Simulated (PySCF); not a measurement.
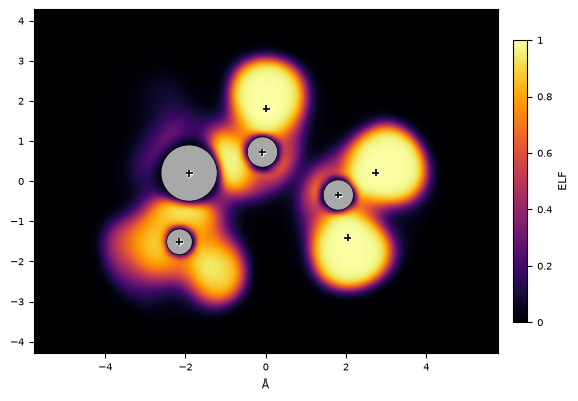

The ELF on a plane through atoms (crosses mark nuclei in the plane; grey discs cover the cores).

These are results of PBE0/pcSseg-1, SCF density, gas phase, non-relativistic in PySCF 2.14.0, not measurements.

Candidates:
A. C₄H₁₂N₂OSi (SMILES N[Si](N)(O)C1CCC1)
B. C₃H₁₀BNO₂ (SMILES C[O+](C)[BH2-]NC=O)

> Which candidate gave the map?

Candidate A: C₄H₁₂N₂OSi on the plane of atoms N1, Si2 and C5, which holds N, Si, C and H. Si–N (1.73 Å): the ELF peaks at about 0.90 between the atoms; a polar covalent bond. C–Si (1.90 Å): the ELF peaks at about 0.95 between the atoms: localised, covalent bonding.
